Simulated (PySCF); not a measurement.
Input

```
{"job": {"kind": "uv", "xc": "CAM-B3LYP", "basis": "def2-SVPD", "ip": true, "nstates": 10}, "charge": 0, "multiplicity": 1}
K      2.155264     1.289885     0.885744
S     -0.290956     2.585856    -0.452123
K     -0.296804     0.442985    -2.654590
S      2.109271    -0.886710    -1.286557
K      0.305256    -2.659037     0.449626
S      0.311425    -0.462258     2.598236
K     -2.145090     0.879568     1.311681
S     -2.103053    -1.277004    -0.871849
H     -0.420192     3.911461    -0.650715
H      3.231844    -1.295238    -1.909763
H      0.450719    -0.663150     3.922468
H     -3.192223    -1.949088    -1.291167
```

Command:

```sh
OMP_NUM_THREADS=1 python probes_run.py task.json out
```

Geometry: PBE0-D3(BJ)/def2-SVP.

Computed with CAM-B3LYP/def2-SVPD, SCF density, gas phase (PySCF).

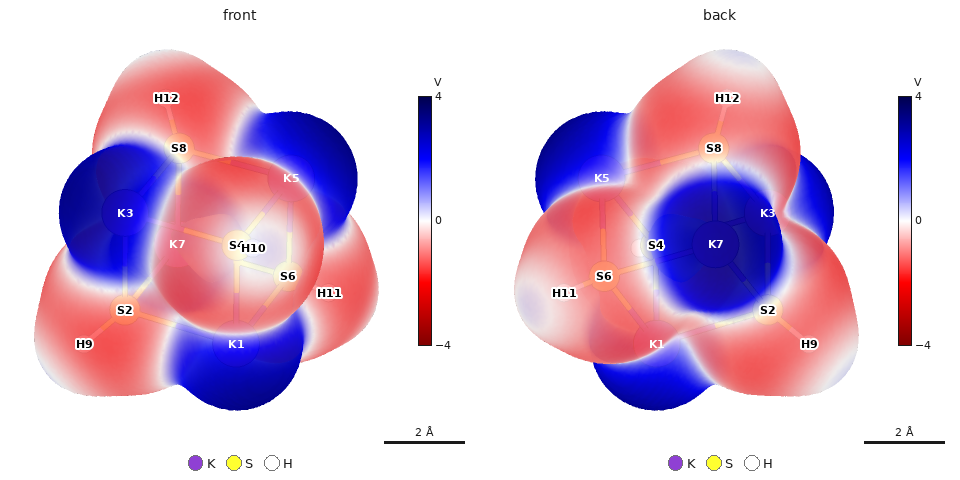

H₄K₄S₄. The electrostatic potential painted on the density surface at 0.002 e/bohr³, seen from the front and from behind; red is negative and blue positive.

Describe the electrostatic potential map.

The most negative region (about −1.4 V, or −32 kcal/mol for a unit charge) lies over S2, S4, S6 and S8, the most positive (about +3.3 V, or +76 kcal/mol for a unit charge) over K1, K3, K5 and K7.
